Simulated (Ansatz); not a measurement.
**NbSn3Se4, from a guessed structure to a relaxed one**

Starting from a made-up structure for NbSn3Se4, the aim is the relaxed cell, its shortest contacts and, where a second run follows, its electronic structure.

Program: Ansatz 0.2.0. Level of theory: DFT, PBE, plane-wave PAW, files of the set soft_1, scalar-relativistic, no spin, cell and ions relaxed at zero pressure; PAW set soft_1, in the first sound run; inputs show where later runs differ. Results are calculated unless marked as measured.

**1. The structure**

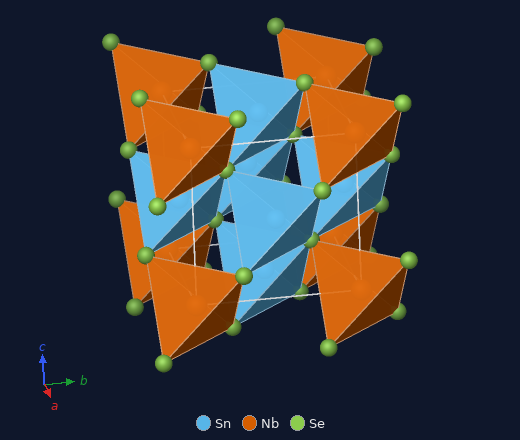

The cell as given, slightly off an axis (tin blue, niobium orange, selenium green). Some periodic images of atoms are drawn too.

**2. Relaxing cell and atoms**

The guess takes its coordinates from another compound and its volume from a rule, so the cell and any free coordinates are relaxed together.

input.yaml reads:

```yaml
crystal:
  lattice:
    - [6.488, 0.0, 0.0]
    - [0.0, 6.488, 0.0]
    - [0.0, 0.0, 6.488]
  atoms:
    - { symbol: Sn, position: [0.0, 0.5, 0.5] }
    - { symbol: Sn, position: [0.5, 0.0, 0.5] }
    - { symbol: Sn, position: [0.5, 0.5, 0.0] }
    - { symbol: Nb, position: [0.0, 0.0, 0.0] }
    - { symbol: Se, position: [0.2529, 0.2529, 0.2529] }
    - { symbol: Se, position: [0.2529, 0.7471, 0.7471] }
    - { symbol: Se, position: [0.7471, 0.2529, 0.7471] }
    - { symbol: Se, position: [0.7471, 0.7471, 0.2529] }
kpoints:
  mp_grid: { grid: [4, 4, 4] }
scf:
  occupations: { method: fermi_dirac, width: 0.05 }
hamiltonian:
  xc: pbe
  pseudopotentials: { kind: paw, azcp: { folder: soft_1 } }
relax:
  f_tol: 0.015
  max_steps: 70
  cell: {}
output:
  forces: true
  stress: true
```

Run with:

```sh
> ansatz run input.yaml --threads 4 --pin off --max-ram 10240MiB --backend cpu --events-out ev --progress --plain --runs-dir out
```

Numbers of over 12 decimals in the logs are rounded to 6 here.

Log:

```text
Engine: ansatz 0.2.0, aarch64-unknown-linux-gnu
Pseudopotentials: kind: paw
Pseudopotential: Sn, paw, valence charge 14, recommended cutoff 420 eV (normal), soft_1/Sn.paw.azcp
Pseudopotential: Nb, paw, valence charge 13, recommended cutoff 420 eV (normal), soft_1/Nb.paw.azcp
Pseudopotential: Se, paw, valence charge 16, recommended cutoff 420 eV (normal), soft_1/Se.paw.azcp
Functional definition: PBE
  parameter kappa = 0.804
  parameter beta = 0.066725
  exchange = pbe_x(kappa = kappa, mu = beta*pi^2/3)
  correlation = pbe_c(beta = beta)
Crystal: 8 atoms, lattice volume = 273.107 Å³
Basis set: ecut = 420 eV, 5377 PW (Γ), exchange–correlation on 90×90×90 points (8 copies of the dense FFT grid, shifted against one another)
Bands: 72, of which v1, the nominal top of the filled ones, is band 60 counted from 1 (59 counted from 0)
Symmetry: 24 space group operations
Space group: P-43m (ITA 215), of the structure as read, at distance tolerance 6.5e-5 Å
k-points: 10 of 64 (time reversal used)
Non-local potential: Sn, projectors of the file, l = 0: 2, l = 1: 2, l = 2: 2, l = 3: 1
Non-local potential: Nb, projectors of the file, l = 0: 3, l = 1: 2, l = 2: 2, l = 3: 1
Non-local potential: Se, projectors of the file, l = 0: 2, l = 1: 2, l = 2: 3, l = 3: 1
PAW form: soft (Blöchl's): semilocal exchange-correlation on the pseudo side does not see the compensation charge
PAW one-centre angular grid: Sn, 590 points (default); XC on 64 Gauss nodes
PAW one-centre angular grid: Nb, 590 points (default); XC on 64 Gauss nodes
PAW one-centre angular grid: Se, 590 points (default); XC on 64 Gauss nodes
Initial density: superposition of atomic densities (chi_scale 0.1, normalization cell, long waves kept (reshape's long-wave potential 0.03 eV rms))
Initial wavefunctions: pseudopotential atomic-orbital guess
Functional: x = pbe(κ = 0.804, μ = 0.219515), c = pbe(β = 0.066725)
SCF iter   1: F=—  HF=-44502.390010 eV  |F-HF|=—  |Δ(HF+E_count)|=         —  Δρ=4.99e-2  dr2=2.20e1  ethr=3.10e-3  ⟨swp⟩=6.0  Hψ=2520  notcnv=0
preconditioner: auto → LDOS  [metal: Δε(μ)=0.032 eV  Ē_g=7.356 eV  σ=0.050 eV  W_gap=0.16  n_scr=80 (ndim 8)  ℏωp=14.4 eV  f_vac=0.094  D(μ)=8.97/eV (n_scr^D=80)  β→1.0]
SCF iter   2: F=—  HF=-44500.620460 eV  |F-HF|=—  |Δ(HF+E_count)|=    1.77e0  Δρ=1.30e-2  dr2=4.22e-1  ethr=3.10e-3  ⟨swp⟩=3.9  Hψ=1575  notcnv=0  defer=27
SCF iter   3: F=—  HF=-44500.569498 eV  |F-HF|=—  |Δ(HF+E_count)|=   5.10e-2  Δρ=4.78e-3  dr2=1.85e-1  ethr=3.54e-4  ⟨swp⟩=3.0  Hψ=1559  notcnv=0  defer=24
SCF iter   4: F=—  HF=-44500.540393 eV  |F-HF|=—  |Δ(HF+E_count)|=   2.91e-2  Δρ=1.93e-3  dr2=4.42e-2  ethr=1.55e-4  ⟨swp⟩=2.0  Hψ=1382  notcnv=0  defer=24
SCF iter   5: F=—  HF=-44500.538123 eV  |F-HF|=—  |Δ(HF+E_count)|=   2.27e-3  Δρ=7.95e-4  dr2=4.83e-3  ethr=3.72e-5  ⟨swp⟩=1.3  Hψ=701  notcnv=0  defer=24
SCF iter   6: F=—  HF=-44500.538300 eV  |F-HF|=—  |Δ(HF+E_count)|=   1.78e-4  Δρ=2.53e-4  dr2=1.76e-4  ethr=4.06e-6  ⟨swp⟩=1.9  Hψ=717  notcnv=0  defer=24
SCF iter   7: F=—  HF=-44500.538386 eV  |F-HF|=—  |Δ(HF+E_count)|=   8.58e-5  Δρ=5.79e-5  dr2=1.48e-5  ethr=1.48e-7  ⟨swp⟩=2.0  Hψ=1300  notcnv=0  defer=24
SCF iter   8: F=—  HF=-44500.538319 eV  |F-HF|=—  |Δ(HF+E_count)|=   6.71e-5  Δρ=2.03e-5  dr2=1.90e-6  ethr=1.25e-8  ⟨swp⟩=2.2  Hψ=1263  notcnv=0  defer=24
SCF iter   9: F=—  HF=-44500.538320 eV  |F-HF|=—  |Δ(HF+E_count)|=   5.10e-7  Δρ=6.86e-6  dr2=1.87e-7  ethr=1.59e-9  ⟨swp⟩=2.0  Hψ=1098  notcnv=0  defer=24
SCF iter  10: F=-44500.538320 eV  HF=-44500.538320 eV  |F-HF|=3.61e-9  |Δ(HF+E_count)|=   7.21e-8  Δρ=2.17e-6  dr2=2.67e-8  ethr=8.40e-11  ⟨swp⟩=4.4  Hψ=2191  notcnv=0
SCF 1 converged in 10 iterations: F = -44500.538320 eV  dr2 = 2.67e-8
  greatest PAW one-centre occupation: 1.000 electrons in one spin orbital (limit 2), on the Se atom at site 5 (counted from 0), in its partial waves of l = 2
relax step   1: F+E_penalty+E_count = -44500.53831970 eV  Δ(F+E_penalty+E_count) = +0.000e0 eV  max|allowed force component| = 1.130e0 eV/Å  Δτ_max = 0.0000 Å  P = -0.287 GPa  Ω = 273.107 Å³  (10 SCF iters, dr2 threshold 1.00e-7 eV, accepted)
Crystal: 8 atoms, lattice volume = 272.161 Å³
Initial density: handed on by an earlier stage of this run
Initial wavefunctions: those handed on with the density
iter 1 solved again at ethr=2.51e-4 eV; its pass at ethr=3.10e-3 eV (dr2=2.99e-1 eV) is discarded
SCF iter   1: F=—  HF=-44501.965939 eV  |F-HF|=—  |Δ(HF+E_count)|=         —  Δρ=1.34e-2  dr2=3.00e-1  ethr=2.51e-4  ⟨swp⟩=2.3  Hψ=2746  notcnv=0
preconditioner: auto → LDOS  [metal: Δε(μ)=0.022 eV  Ē_g=7.530 eV  σ=0.050 eV  W_gap=0.11  n_scr=80 (ndim 8)  ℏωp=14.4 eV  f_vac=0.143  D(μ)=10.44/eV (n_scr^D=80)  β→1.0]
SCF iter   2: F=—  HF=-44501.927478 eV  |F-HF|=—  |Δ(HF+E_count)|=   3.85e-2  Δρ=6.93e-3  dr2=1.47e-1  ethr=2.51e-4  ⟨swp⟩=2.9  Hψ=1503  notcnv=0
SCF iter   3: F=—  HF=-44501.886505 eV  |F-HF|=—  |Δ(HF+E_count)|=   4.10e-2  Δρ=1.21e-3  dr2=5.65e-3  ethr=1.24e-4  ⟨swp⟩=2.2  Hψ=1052  notcnv=0
SCF iter   4: F=—  HF=-44501.887666 eV  |F-HF|=—  |Δ(HF+E_count)|=   1.16e-3  Δρ=3.22e-4  dr2=6.25e-4  ethr=4.75e-6  ⟨swp⟩=2.0  Hψ=1399  notcnv=0
SCF iter   5: F=—  HF=-44501.887528 eV  |F-HF|=—  |Δ(HF+E_count)|=   1.38e-4  Δρ=1.39e-4  dr2=1.65e-4  ethr=5.25e-7  ⟨swp⟩=2.0  Hψ=1306  notcnv=0
SCF iter   6: F=—  HF=-44501.887513 eV  |F-HF|=—  |Δ(HF+E_count)|=   1.43e-5  Δρ=7.45e-5  dr2=2.32e-5  ethr=1.39e-7  ⟨swp⟩=2.0  Hψ=1270  notcnv=0
SCF iter   7: F=-44501.887519 eV  HF=-44501.887520 eV  |F-HF|=2.01e-7  |Δ(HF+E_count)|=   6.33e-6  Δρ=1.42e-5  dr2=6.31e-7  ethr=6.72e-10  ⟨swp⟩=3.9  Hψ=2895  notcnv=0
SCF 2 converged in 7 iterations: F = -44501.887519 eV  dr2 = 6.31e-7
  greatest PAW one-centre occupation: 1.000 electrons in one spin orbital (limit 2), on the Se atom at site 4 (counted from 0), in its partial waves of l = 2
relax step   2: F+E_penalty+E_count = -44501.88751948 eV  Δ(F+E_penalty+E_count) = -1.349e0 eV  max|allowed force component| = 8.110e-1 eV/Å  Δτ_max = 0.1950 Å  P = -0.416 GPa  Ω = 272.161 Å³  energy of the carried Pulay correction = +4.563e-5 eV  (7 SCF iters, dr2 threshold 8.00e-7 eV, accepted)
Crystal: 8 atoms, lattice volume = 269.235 Å³
Basis set: ecut = 420 eV, 5257 PW (Γ), exchange–correlation on 90×90×90 points (8 copies of the dense FFT grid, shifted against one another)
iter 1 solved again at ethr=4.42e-4 eV; its pass at ethr=3.10e-3 eV (dr2=5.26e-1 eV) is discarded
SCF iter   1: F=—  HF=-44502.574717 eV  |F-HF|=—  |Δ(HF+E_count)|=         —  Δρ=1.42e-2  dr2=5.27e-1  ethr=4.42e-4  ⟨swp⟩=1.8  Hψ=2936  notcnv=0
preconditioner: auto → LDOS  [metal: Δε(μ)=0.104 eV  Ē_g=7.635 eV  σ=0.050 eV  W_gap=0.48  n_scr=56 (ndim 8)  ℏωp=14.5 eV  f_vac=0.138  D(μ)=4.33/eV (n_scr^D=26)  β→1.0]
SCF iter   2: F=—  HF=-44502.505391 eV  |F-HF|=—  |Δ(HF+E_count)|=   6.93e-2  Δρ=7.07e-3  dr2=1.26e-1  ethr=4.42e-4  ⟨swp⟩=3.0  Hψ=1404  notcnv=0
SCF iter   3: F=—  HF=-44502.469623 eV  |F-HF|=—  |Δ(HF+E_count)|=   3.58e-2  Δρ=1.11e-3  dr2=5.02e-3  ethr=1.06e-4  ⟨swp⟩=2.4  Hψ=1384  notcnv=0  defer=4
SCF iter   4: F=—  HF=-44502.469443 eV  |F-HF|=—  |Δ(HF+E_count)|=   1.80e-4  Δρ=3.79e-4  dr2=4.93e-4  ethr=4.21e-6  ⟨swp⟩=2.0  Hψ=1454  notcnv=0  defer=17
SCF iter   5: F=—  HF=-44502.469624 eV  |F-HF|=—  |Δ(HF+E_count)|=   1.82e-4  Δρ=1.40e-4  dr2=1.12e-4  ethr=4.15e-7  ⟨swp⟩=2.0  Hψ=1291  notcnv=0  defer=17
SCF iter   6: F=—  HF=-44502.469625 eV  |F-HF|=—  |Δ(HF+E_count)|=   5.55e-7  Δρ=5.81e-5  dr2=1.83e-5  ethr=9.43e-8  ⟨swp⟩=2.0  Hψ=1290  notcnv=0  defer=17
SCF iter   7: F=—  HF=-44502.469629 eV  |F-HF|=—  |Δ(HF+E_count)|=   4.46e-6  Δρ=1.58e-5  dr2=1.43e-6  ethr=1.54e-8  ⟨swp⟩=2.1  Hψ=1093  notcnv=0  defer=17
SCF iter   8: F=-44502.469629 eV  HF=-44502.469629 eV  |F-HF|=2.50e-8  |Δ(HF+E_count)|=   2.32e-7  Δρ=3.09e-6  dr2=4.81e-8  ethr=6.72e-10  ⟨swp⟩=4.9  Hψ=2208  notcnv=0
SCF 3 converged in 8 iterations: F = -44502.469629 eV  dr2 = 4.81e-8
relax step   3: F+E_penalty+E_count = -44502.46962943 eV  Δ(F+E_penalty+E_count) = -5.821e-1 eV  max|allowed force component| = 9.526e-2 eV/Å  Δτ_max = 0.1950 Å  P = +1.589 GPa  Ω = 269.235 Å³  energy of the carried Pulay correction = +1.878e-4 eV  (8 SCF iters, dr2 threshold 8.00e-7 eV, accepted)
Crystal: 8 atoms, lattice volume = 271.361 Å³
iter 1 solved again at ethr=1.12e-5 eV; its pass at ethr=3.10e-3 eV (dr2=1.33e-2 eV) is discarded
SCF iter   1: F=—  HF=-44502.491524 eV  |F-HF|=—  |Δ(HF+E_count)|=         —  Δρ=1.38e-3  dr2=1.27e-2  ethr=1.12e-5  ⟨swp⟩=2.0  Hψ=2479  notcnv=0
preconditioner: auto → LDOS  [metal: Δε(μ)=0.093 eV  Ē_g=7.606 eV  σ=0.050 eV  W_gap=0.37  n_scr=80 (ndim 8)  ℏωp=14.4 eV  f_vac=0.141  D(μ)=5.66/eV (n_scr^D=32)  β→1.0]
SCF iter   2: F=—  HF=-44502.490304 eV  |F-HF|=—  |Δ(HF+E_count)|=   1.22e-3  Δρ=5.28e-4  dr2=8.51e-4  ethr=1.07e-5  ⟨swp⟩=2.0  Hψ=973  notcnv=0
SCF iter   3: F=—  HF=-44502.490164 eV  |F-HF|=—  |Δ(HF+E_count)|=   1.40e-4  Δρ=1.79e-4  dr2=1.55e-4  ethr=7.15e-7  ⟨swp⟩=2.0  Hψ=928  notcnv=0
SCF iter   4: F=—  HF=-44502.490144 eV  |F-HF|=—  |Δ(HF+E_count)|=   2.08e-5  Δρ=4.85e-5  dr2=1.83e-5  ethr=1.31e-7  ⟨swp⟩=2.0  Hψ=925  notcnv=0
SCF iter   5: F=—  HF=-44502.490142 eV  |F-HF|=—  |Δ(HF+E_count)|=   1.21e-6  Δρ=1.55e-5  dr2=1.50e-6  ethr=1.54e-8  ⟨swp⟩=2.2  Hψ=1258  notcnv=0
SCF iter   6: F=-44502.490142 eV  HF=-44502.490142 eV  |F-HF|=2.45e-8  |Δ(HF+E_count)|=   9.51e-8  Δρ=5.04e-6  dr2=6.33e-8  ethr=6.72e-10  ⟨swp⟩=4.2  Hψ=2180  notcnv=0
SCF 4 converged in 6 iterations: F = -44502.490142 eV  dr2 = 6.33e-8
  greatest PAW one-centre occupation: 1.000 electrons in one spin orbital (limit 2), on the Se atom at site 7 (counted from 0), in its partial waves of l = 2
relax step   4: F+E_penalty+E_count = -44502.49014224 eV  Δ(F+E_penalty+E_count) = -2.051e-2 eV  max|allowed force component| = 2.094e-2 eV/Å  Δτ_max = 0.0127 Å  P = +1.045 GPa  Ω = 271.361 Å³  energy of the carried Pulay correction = +8.434e-5 eV  (6 SCF iters, dr2 threshold 8.00e-7 eV, accepted)
Crystal: 8 atoms, lattice volume = 282.902 Å³
Basis set: ecut = 420 eV, 5497 PW (Γ), exchange–correlation on 90×90×90 points (8 copies of the dense FFT grid, shifted against one another)
iter 1 solved again at ethr=6.86e-5 eV; its pass at ethr=3.10e-3 eV (dr2=8.16e-2 eV) is discarded
SCF iter   1: F=—  HF=-44502.522641 eV  |F-HF|=—  |Δ(HF+E_count)|=         —  Δρ=3.67e-3  dr2=8.15e-2  ethr=6.86e-5  ⟨swp⟩=2.0  Hψ=3114  notcnv=0
preconditioner: auto → LDOS  [metal: Δε(μ)=0.034 eV  Ē_g=7.477 eV  σ=0.050 eV  W_gap=0.17  n_scr=80 (ndim 8)  ℏωp=14.1 eV  f_vac=0.158  D(μ)=5.26/eV (n_scr^D=26)  β→1.0]
SCF iter   2: F=—  HF=-44502.514915 eV  |F-HF|=—  |Δ(HF+E_count)|=   7.73e-3  Δρ=1.85e-3  dr2=1.42e-2  ethr=6.85e-5  ⟨swp⟩=3.0  Hψ=1089  notcnv=0
SCF iter   3: F=—  HF=-44502.511780 eV  |F-HF|=—  |Δ(HF+E_count)|=   3.13e-3  Δρ=3.67e-4  dr2=1.18e-3  ethr=1.19e-5  ⟨swp⟩=2.0  Hψ=1050  notcnv=0
SCF iter   4: F=—  HF=-44502.511739 eV  |F-HF|=—  |Δ(HF+E_count)|=   4.18e-5  Δρ=1.16e-4  dr2=1.13e-4  ethr=9.92e-7  ⟨swp⟩=2.0  Hψ=1213  notcnv=0
SCF iter   5: F=—  HF=-44502.511690 eV  |F-HF|=—  |Δ(HF+E_count)|=   4.89e-5  Δρ=4.70e-5  dr2=1.29e-5  ethr=9.50e-8  ⟨swp⟩=2.0  Hψ=1302  notcnv=0
SCF iter   6: F=—  HF=-44502.511691 eV  |F-HF|=—  |Δ(HF+E_count)|=   1.03e-6  Δρ=1.88e-5  dr2=1.09e-6  ethr=1.08e-8  ⟨swp⟩=2.0  Hψ=869  notcnv=0
SCF iter   7: F=-44502.511691 eV  HF=-44502.511691 eV  |F-HF|=3.97e-8  |Δ(HF+E_count)|=   5.30e-7  Δρ=5.21e-6  dr2=1.26e-7  ethr=6.72e-10  ⟨swp⟩=4.3  Hψ=2475  notcnv=0
SCF 5 converged in 7 iterations: F = -44502.511691 eV  dr2 = 1.26e-7
relax step   5: F+E_penalty+E_count = -44502.51169141 eV  Δ(F+E_penalty+E_count) = -2.155e-2 eV  max|allowed force component| = 5.609e-2 eV/Å  Δτ_max = 0.0324 Å  P = -0.268 GPa  Ω = 282.902 Å³  energy of the carried Pulay correction = -4.635e-4 eV  (7 SCF iters, dr2 threshold 8.00e-7 eV, accepted)
Crystal: 8 atoms, lattice volume = 279.817 Å³
Basis set: ecut = 420 eV, 5449 PW (Γ), exchange–correlation on 90×90×90 points (8 copies of the dense FFT grid, shifted against one another)
iter 1 solved again at ethr=4.08e-6 eV; its pass at ethr=3.10e-3 eV (dr2=4.85e-3 eV) is discarded
SCF iter   1: F=—  HF=-44502.518267 eV  |F-HF|=—  |Δ(HF+E_count)|=         —  Δρ=1.16e-3  dr2=4.61e-3  ethr=4.08e-6  ⟨swp⟩=2.0  Hψ=3040  notcnv=0
preconditioner: auto → LDOS  [metal: Δε(μ)=0.050 eV  Ē_g=7.485 eV  σ=0.050 eV  W_gap=0.24  n_scr=80 (ndim 8)  ℏωp=14.2 eV  f_vac=0.149  D(μ)=5.22/eV (n_scr^D=26)  β→1.0]
SCF iter   2: F=—  HF=-44502.517743 eV  |F-HF|=—  |Δ(HF+E_count)|=   5.24e-4  Δρ=6.28e-4  dr2=1.38e-3  ethr=3.87e-6  ⟨swp⟩=2.0  Hψ=1349  notcnv=0
SCF iter   3: F=—  HF=-44502.517394 eV  |F-HF|=—  |Δ(HF+E_count)|=   3.48e-4  Δρ=9.57e-5  dr2=5.86e-5  ethr=1.16e-6  ⟨swp⟩=2.0  Hψ=925  notcnv=0
SCF iter   4: F=—  HF=-44502.517378 eV  |F-HF|=—  |Δ(HF+E_count)|=   1.60e-5  Δρ=3.42e-5  dr2=7.51e-6  ethr=4.93e-8  ⟨swp⟩=3.0  Hψ=1395  notcnv=0
SCF iter   5: F=—  HF=-44502.517378 eV  |F-HF|=—  |Δ(HF+E_count)|=   1.76e-7  Δρ=1.27e-5  dr2=5.45e-7  ethr=6.31e-9  ⟨swp⟩=2.0  Hψ=1304  notcnv=0
SCF iter   6: F=-44502.517378 eV  HF=-44502.517378 eV  |F-HF|=2.88e-8  |Δ(HF+E_count)|=   4.61e-8  Δρ=4.94e-6  dr2=8.72e-8  ethr=1.65e-10  ⟨swp⟩=5.0  Hψ=2610  notcnv=0
SCF 6 converged in 6 iterations: F = -44502.517378 eV  dr2 = 8.72e-8
relax step   6: F+E_penalty+E_count = -44502.51737806 eV  Δ(F+E_penalty+E_count) = -5.687e-3 eV  max|allowed force component| = 4.599e-4 eV/Å  Δτ_max = 0.0139 Å  P = -0.019 GPa  Ω = 279.817 Å³  energy of the carried Pulay correction = -3.193e-4 eV  (6 SCF iters, dr2 threshold 1.97e-7 eV, accepted)
Initial wavefunctions: pseudopotential atomic-orbital guess (no wavefunctions were taken with the density)
iter 1 solved again at ethr=9.43e-8 eV; its pass at ethr=3.10e-3 eV (dr2=1.12e-4 eV) is discarded
SCF iter   1: F=—  HF=-44502.502582 eV  |F-HF|=—  |Δ(HF+E_count)|=         —  Δρ=3.71e-4  dr2=3.64e-5  ethr=9.43e-8  ⟨swp⟩=4.1  Hψ=4431  notcnv=0
preconditioner: auto → LDOS  [metal: Δε(μ)=0.047 eV  Ē_g=7.488 eV  σ=0.050 eV  W_gap=0.22  n_scr=80 (ndim 8)  ℏωp=14.2 eV  f_vac=0.152  D(μ)=5.26/eV (n_scr^D=26)  β→1.0]
SCF iter   2: F=—  HF=-44502.517797 eV  |F-HF|=—  |Δ(HF+E_count)|=   1.52e-2  Δρ=3.62e-5  dr2=1.34e-5  ethr=3.06e-8  ⟨swp⟩=2.8  Hψ=961  notcnv=0
SCF iter   3: F=—  HF=-44502.517779 eV  |F-HF|=—  |Δ(HF+E_count)|=   1.76e-5  Δρ=2.29e-5  dr2=3.10e-6  ethr=1.13e-8  ⟨swp⟩=2.0  Hψ=862  notcnv=0
SCF iter   4: F=—  HF=-44502.517750 eV  |F-HF|=—  |Δ(HF+E_count)|=   2.94e-5  Δρ=1.09e-5  dr2=1.04e-6  ethr=2.61e-9  ⟨swp⟩=2.3  Hψ=1046  notcnv=0
SCF iter   5: F=—  HF=-44502.517751 eV  |F-HF|=—  |Δ(HF+E_count)|=   1.17e-6  Δρ=2.09e-6  dr2=2.15e-8  ethr=8.73e-10  ⟨swp⟩=2.3  Hψ=1290  notcnv=0
SCF iter   6: F=—  HF=-44502.517751 eV  |F-HF|=—  |Δ(HF+E_count)|=   4.99e-8  Δρ=9.29e-7  dr2=2.19e-9  ethr=1.81e-11  ⟨swp⟩=2.0  Hψ=1312  notcnv=0
SCF iter   7: F=—  HF=-44502.517751 eV  |F-HF|=—  |Δ(HF+E_count)|=   3.93e-8  Δρ=2.10e-7  dr2=2.71e-10  ethr=1.84e-12  ⟨swp⟩=2.0  Hψ=1115  notcnv=0
SCF iter   8: F=-44502.517751 eV  HF=-44502.517751 eV  |F-HF|=1.46e-11  |Δ(HF+E_count)|=  2.84e-10  Δρ=5.86e-8  dr2=1.78e-11  ethr=1.00e-12  ⟨swp⟩=5.0  Hψ=2285  notcnv=0
SCF 7 converged in 8 iterations: F = -44502.517751 eV  dr2 = 1.78e-11
relax step   7: F+E_penalty+E_count = -44502.51775134 eV  Δ(F+E_penalty+E_count) = -3.733e-4 eV  max|allowed force component| = 3.841e-4 eV/Å  Δτ_max = 0.0000 Å  P = -0.018 GPa  Ω = 279.817 Å³  stress off target by 1.84e-2 GPa  SCF on the basis re-selected at this cell (its energy is not comparable with the rows above)  (8 SCF iters)
basis re-selected at this cell: Δ(F+E_penalty+E_count) = -3.733e-4 eV, ΔP = +0.001 GPa vs the last step (what re-selecting the basis moved, of the pressure what is left beyond the Pulay correction that the steps carried, after the strain that the cell walked since its last selection, with what the two solves' SCF thresholds leave and, on support functions, any second-order correction that the steps lacked; it is no m [...]
SCF converged after 8 iterations
Free energy (F): -44502.517751 eV
Harris-Foulkes:  -44502.517751 eV  (|F-HF|=1.46e-11)
Internal energy: -44502.470507 eV  (E = F + TS)
E sigma→0 (E₀):  -44502.494129 eV
Entropy (-TS):   -0.047244 eV (-5.906 meV/atom)
Fermi energy:    6.629512 eV
--- Per-component energies (eV) ---
  E_band       = -2348.125373
  E_kinetic    = 1307.487077
  E_local      = -17775.912608  (includes V_loc(G=0)·N_el)
  E_nonlocal   = -885.497013
  E_hartree    = 8817.056573
  E_xc         = -878.271458
  E_vxc        = -794.491514  (∫ρ·V_xc dr)
  E_paw        = -24706.126740  (= ΣΔE_a)
  E_vpaw       = -1833.824256  (= ΣTr[D̂ρ^β])
  E_aug_tail   = -0.000566  (compensation charges beyond the density's cutoff)
  E_ewald      = -10381.205772
  E_smearing   = -0.047244  (= −TS)
  E_closure    = -0.000000  (closes the sum)
  Σ components = -44502.517751   (vs F -44502.517751, Δ=0.00e0)
--- Forces (eV/Å), atoms counted from 1 ---
  atom   1  Sn     0.00000000     0.00000000     0.00000000
  atom   2  Sn     0.00000000     0.00000000     0.00000000
  atom   3  Sn    -0.00000000     0.00000000     0.00000000
  atom   4  Nb    -0.00000000     0.00000000     0.00000000
  atom   5  Se     0.00038412     0.00038412     0.00038412
  atom   6  Se     0.00038412    -0.00038412    -0.00038412
  atom   7  Se    -0.00038412     0.00038412    -0.00038412
  atom   8  Se    -0.00038412    -0.00038412     0.00038412
  max |Σ_I F_I| component: 7.19e-17 eV/Å
--- Stress (GPa, compression-positive) ---
       -0.018371       0.000000       0.000000
        0.000000      -0.018371      -0.000000
        0.000000      -0.000000      -0.018371
  P = ⅓ Tr σ = -0.0184 GPa (-0.184 kbar)
--- Relaxed structure (6 steps of the walk, 6 accepted, 1 SCFs on fresh bases) ---
  F+E_penalty+E_count = -44502.51775134 eV   max|allowed force component| = 3.841e-4 eV/Å   (the final SCF, on the basis selected at the relaxed cell)
  cell:  # Å, volume = 279.8172 Å³
    - [6.540709, 0, 0]
    - [0, 6.540709, 0]
    - [0, 0, 6.540709]
  atoms:
    - { symbol: Sn, position: [1.0862074785998426e-18, 0.5, 0.5] }
    - { symbol: Sn, position: [0.5, 0, 0.5] }
    - { symbol: Sn, position: [0.5, 0.5, -7.018571400183598e-19] }
    - { symbol: Nb, position: [1.0862074785998419e-18, 0, -7.018571400183598e-19] }
    - { symbol: Se, position: [0.217679, 0.217679, 0.217679] }
    - { symbol: Se, position: [0.217679, 0.782321, 0.782321] }
    - { symbol: Se, position: [0.782321, 0.217679, 0.782321] }
    - { symbol: Se, position: [0.782321, 0.782321, 0.217679] }
```

It took 31 s on 4 threads of Arm Neoverse V1, shared host; peak memory 0.79 GiB; 2 min of CPU time.

[end of part 1 of 2]

[Logs are printed without paths, hosts, clocks, repeated set-up lines and the standing remarks that a program may print on its own settings, such as how far it seeks lower states.]

[Hosts, paths, dates, database ids (printed as entryN), source tags and the programs' standing remarks are cut or masked in the printed files.]
